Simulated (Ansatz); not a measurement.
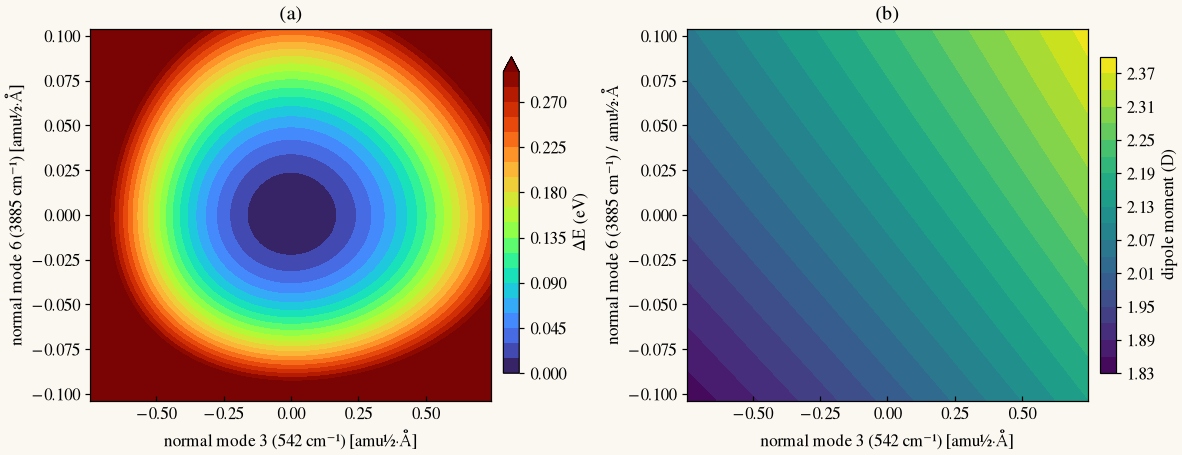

CdFHO, SMILES [OH][Cd][F]. Coordinates scanned: (1) normal mode 3 (542 cm⁻¹); (2) normal mode 6 (3885 cm⁻¹). Nothing is relaxed (straight displacements along the two mass-weighted modes). The grid has 15 × 15 points. All energies are given in eV relative to the lowest grid point. All numbers below come from Ansatz 0.2.0, RKS PBE0-D4/def2-TZVP.

Panel (a) is the energy and panel (b) the computed dipole moment on the same grid.

In the figure: filled contours, one colour for all values above the top of the scale. Between grid points the surface is interpolated.

Question: How does the dipole moment vary over the map, and what is it at the lowest grid point?

Answer: Leaving out the highest fifth of the energies, it runs from 1.92 D at normal mode 3 (542 cm⁻¹) = −0.532 amu½·Å, normal mode 6 (3885 cm⁻¹) = −0.074 amu½·Å to 2.36 D at normal mode 3 (542 cm⁻¹) = 0.745 amu½·Å, normal mode 6 (3885 cm⁻¹) = 0.074 amu½·Å. At the lowest grid point, normal mode 3 (542 cm⁻¹) = 0.000 amu½·Å, normal mode 6 (3885 cm⁻¹) = 0.000 amu½·Å, it is 2.11 D.

```csv
"normal mode 6 (3885 cm⁻¹) ↓, normal mode 3 (542 cm⁻¹) →",−0.745,−0.638,−0.532,−0.425,−0.319,−0.213,−0.106,0.000,0.106,0.213,0.319,0.425,0.532,0.638,0.745
0.104,2.06,2.09,2.11,2.13,2.15,2.17,2.19,2.21,2.24,2.26,2.28,2.31,2.33,2.36,2.38
0.089,2.05,2.07,2.09,2.11,2.13,2.16,2.18,2.20,2.22,2.25,2.27,2.29,2.32,2.34,2.37
0.074,2.04,2.06,2.08,2.10,2.12,2.14,2.16,2.19,2.21,2.23,2.26,2.28,2.31,2.33,2.36
0.059,2.02,2.04,2.06,2.09,2.11,2.13,2.15,2.17,2.20,2.22,2.24,2.27,2.29,2.32,2.34
0.045,2.01,2.03,2.05,2.07,2.09,2.11,2.14,2.16,2.18,2.20,2.23,2.25,2.28,2.30,2.33
0.030,1.99,2.01,2.03,2.06,2.08,2.10,2.12,2.14,2.17,2.19,2.21,2.24,2.26,2.29,2.31
0.015,1.98,2.00,2.02,2.04,2.06,2.08,2.10,2.13,2.15,2.17,2.20,2.22,2.25,2.27,2.30
0.000,1.96,1.98,2.00,2.02,2.04,2.07,2.09,2.11,2.13,2.16,2.18,2.21,2.23,2.26,2.28
−0.015,1.94,1.96,1.99,2.01,2.03,2.05,2.07,2.09,2.12,2.14,2.16,2.19,2.21,2.24,2.26
−0.030,1.93,1.95,1.97,1.99,2.01,2.03,2.06,2.08,2.10,2.12,2.15,2.17,2.20,2.22,2.25
−0.045,1.91,1.93,1.95,1.97,1.99,2.02,2.04,2.06,2.08,2.11,2.13,2.15,2.18,2.21,2.23
−0.059,1.89,1.91,1.93,1.96,1.98,2.00,2.02,2.04,2.07,2.09,2.11,2.14,2.16,2.19,2.21
−0.074,1.87,1.90,1.92,1.94,1.96,1.98,2.00,2.02,2.05,2.07,2.10,2.12,2.14,2.17,2.20
−0.089,1.86,1.88,1.90,1.92,1.94,1.96,1.98,2.01,2.03,2.05,2.08,2.10,2.13,2.15,2.18
−0.104,1.84,1.86,1.88,1.90,1.92,1.94,1.97,1.99,2.01,2.03,2.06,2.08,2.11,2.13,2.16
```
